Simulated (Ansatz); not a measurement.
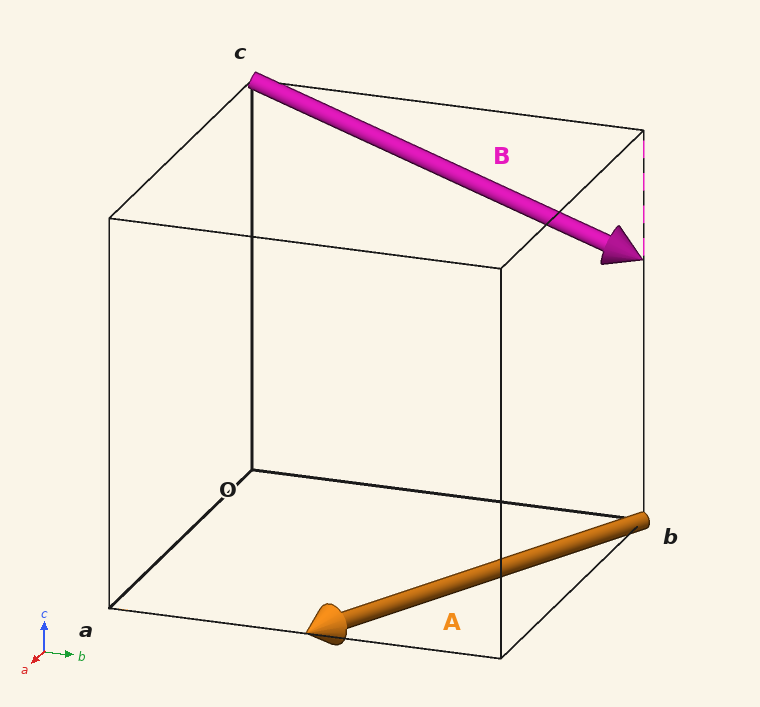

Crystal: Nb, the input geometry of an electronic-structure calculation (not necessarily at equilibrium). Each arrow starts at a corner of the unit cell and ends on its surface; where a tip isn't a corner, dashed lines run from it parallel to the axes. Symmetry computed with spglib at a tolerance of 0.002 Å; standard conventional cell.

a = 3.307 Å, b = 3.307 Å, c = 3.307 Å, α = 90.00°, β = 90.00°, γ = 90.00°.

> Which lattice directions are drawn?

Arrow A runs from (0, 1, 0) to (1, 1/2, 0), so [2 −1 0]; Arrow B runs from (0, 0, 1) to (0, 1, 2/3), so [0 3 −1].

> How long is the vector ua + vb + wc in each case, and what angles do the directions make?

A 7.395 Å; B 10.458 Å. A–B: 115.1°.

> In Im-3m, No. 229, how many directions are equivalent to A (Laue class m-3m, both senses counted)?

24.
